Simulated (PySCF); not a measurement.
Input

```
{"job": {"kind": "nmr", "xc": "PBE0", "basis": "pcSseg-1"}, "charge": 0, "multiplicity": 1}
B      2.479553     0.442556    -0.726391
O      0.910751     0.109450    -0.473649
C      0.641024    -1.257064    -0.210154
C     -0.611647    -1.257118     0.674507
C     -1.850589    -1.068552    -0.155169
C     -2.192277     0.083116    -0.725145
Si    -1.150775     1.641112    -0.550516
C      0.249029     0.930079     0.528840
C     -0.301747    -0.045450     1.555632
H      2.491672     1.597637    -1.008193
H      3.053777     0.191520     0.292164
H      2.785003    -0.268926    -1.628982
H      0.501332    -1.767133    -1.166489
H      1.487131    -1.711095     0.317926
H     -0.683675    -2.182649     1.249250
H     -2.456596    -1.956898    -0.289747
H     -3.099285     0.113920    -1.313464
H     -0.593005     2.071891    -1.826724
H     -1.904675     2.695550     0.139750
H      0.974161     1.623216     0.949192
H      0.445934    -0.309598     2.307232
H     -1.185507     0.343823     2.059282
```

Run with:

```sh
OMP_NUM_THREADS=1 python probes_run.py task.json out
```

Geometry: GFN2-xTB.

These are results of PBE0/pcSseg-1, SCF density, gas phase, non-relativistic (PySCF), not measurements.

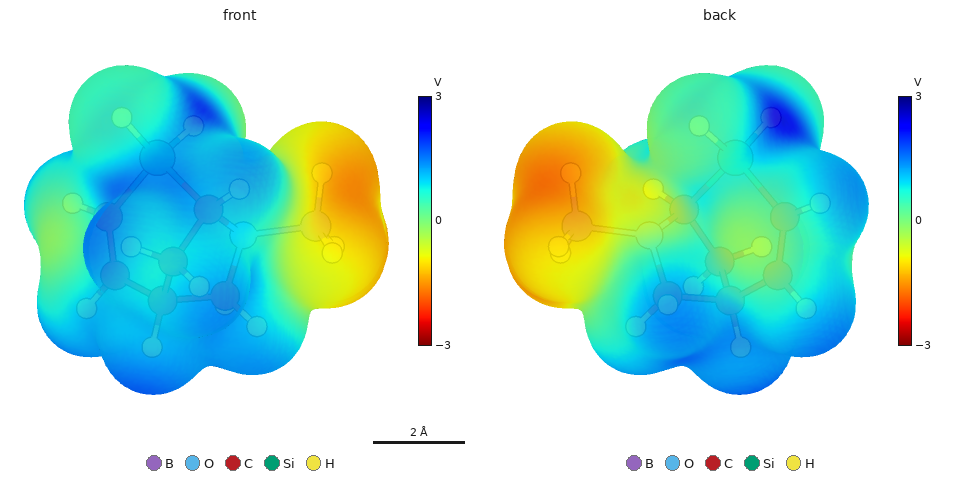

C₆H₁₃BOSi. The electrostatic potential painted on the density surface at 0.004 e/bohr³, seen from the front and from behind; red is negative and blue positive.

### Where is the surface potential most negative and most positive?

The most negative region (about −1.7 V) lies over H10, the most positive (about +2.2 V) over Si7.
